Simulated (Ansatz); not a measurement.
**BNH3 (SMILES B[NH]): UPBE/def2-TZVPP**

Aim: the electronic atomisation energy of BNH3 at UPBE/def2-TZVPP, from 4 runs. 

The calculation is run with Ansatz 0.2.0.

45 further runs of the same task are left out: 45 set aside as unsound or not needed.

**1. The structure to begin with**

BNH3: 5 atoms, total charge 0, spin state doublet. SMILES: `B[NH]`. The coordinates come from a PBE0-D4/def2-TZVP relaxation.

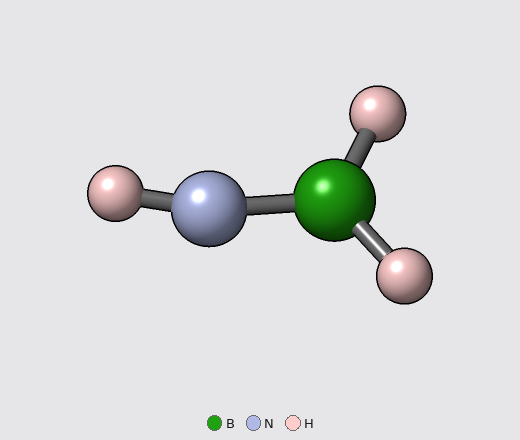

Viewed from a chosen angle; boron green, nitrogen light blue, hydrogen pink.

**2. The energy at UPBE/def2-TZVPP**

The input, job.yaml:

```yaml
crystal:
  periodic: [false, false, false]
  atoms:
    - {symbol: B, position_ang: [-0.310800, -0.370100, -0.091600]}
    - {symbol: "N", position_ang: [0.531200, 0.655200, -0.019800]}
    - {symbol: H, position_ang: [-0.414800, -1.107400, 0.862500]}
    - {symbol: H, position_ang: [-0.964100, -0.573100, -1.081900]}
    - {symbol: H, position_ang: [1.208400, 1.321700, 0.289300]}
basis:
  gaussian: {orbitals: def2-TZVPP}
magnetization: {spin_polarized: true, initial_magnetization: 1}
hamiltonian: {xc: pbe}
accuracy: high
output: {orbitals: {seedname: orbitals}}
```

On the command line:

```sh
$ ansatz run job.yaml --threads 1 --pin off --max-ram 3480MiB --events-out events.jsonl --progress --plain --runs-dir runs
```

The program printed:

```text
Warning: RAYON_NUM_THREADS=1 ignored (pool sized by the plan → 1); use --threads N
Functional definition: PBE
  name "PBE"
  parameter kappa = 0.804
  parameter beta = 0.06672455060314922
  exchange = pbe_x(kappa = kappa, mu = beta*pi^2/3)
  correlation = pbe_c(beta = beta)
1698 factors; integrals over basis functions are off by at most 3.1e-9 eV
mean field evaluation 1: about -2204.7880 eV, gradient 4.0e1 eV
mean field evaluation 2: about -2180.9732 eV, gradient 7.3e1 eV
mean field evaluation 4: about -2211.2218 eV, gradient 6.3e0 eV
mean field evaluation 8: about -2211.4398 eV, gradient 1.1e-1 eV
mean field evaluation 16: about -2211.4399 eV, gradient 1.3e-5 eV
mean field -2211.43989155 eV, -81.2689170467 hartree, gradient 3.2e-8 eV, S^2 0.755348; 0 other end points of the search recorded, 0 dependent functions left out
reference -2211.43989488 eV, -81.2689171689 hartree; 8, 7 occupied and 96, 97 virtual orbitals, 1698 factors
Total energy: -2211.43989488 eV, -81.2689171689 hartree
```

It took 5.4 s on 1 thread of Arm Neoverse V1, shared host; peak memory 0.24 GiB.

**3. The B atom at the same level**

The input, job.yaml:

```yaml
basis:
  gaussian:
    orbitals: def2-TZVPP
crystal:
  periodic: [false, false, false]
  atoms:
    - {symbol: B, position_ang: [0.000000, 0.000000, 0.000000]}
accuracy: high
total_charge: 0
magnetization:
  spin_polarized: true
  initial_magnetization: 1
hamiltonian:
  xc: pbe
```

Run the same way, it converges to -24.61008 Eh (log not shown).

**4. The H atom, same level**

The input, molecule.yaml:

```yaml
crystal:
  periodic: [false, false, false]
  atoms:
    - {symbol: H, position_ang: [0.000000, 0.000000, 0.000000]}
basis:
  gaussian: {orbitals: def2-TZVPP}
magnetization: {spin_polarized: true, initial_magnetization: 1}
hamiltonian: {xc: pbe}
accuracy: high
```

Run the same way, it converges to -0.49962 Eh (log not shown).

**5. The N atom, same level**

The input, input.yaml:

```yaml
crystal:
  periodic: [false, false, false]
  atoms:
    - {symbol: "N", position_ang: [0.000000, 0.000000, 0.000000]}
basis:
  gaussian:
    orbitals: def2-TZVPP
hamiltonian:
  xc: pbe
accuracy: high
magnetization:
  spin_polarized: true
  initial_magnetization: 3
```

Run the same way, it converges to -54.53214 Eh (log not shown).

**6. Results**

At UPBE/def2-TZVPP:

| quantity | value |
| --- | --- |
| molecule: total energy | -81.26892 Eh |
| molecule: HOMO energy (highest over α and β) | -6.30 eV |
| molecule: LUMO energy (lowest over α and β) | -4.47 eV |
| molecule: ⟨S²⟩ | 0.755 |
| B atom: total energy | -24.61008 Eh |
| B atom: ⟨S²⟩ | 0.753 |
| H atom: total energy | -0.49962 Eh |
| H atom: ⟨S²⟩ | 0.750 |
| N atom: total energy | -54.53214 Eh |
| N atom: ⟨S²⟩ | 3.752 |
| electronic atomisation energy | 17.085 eV |

Taking the molecule apart into free atoms costs 17.08 eV (394 kcal/mol), before zero-point energy and without spin-orbit coupling.
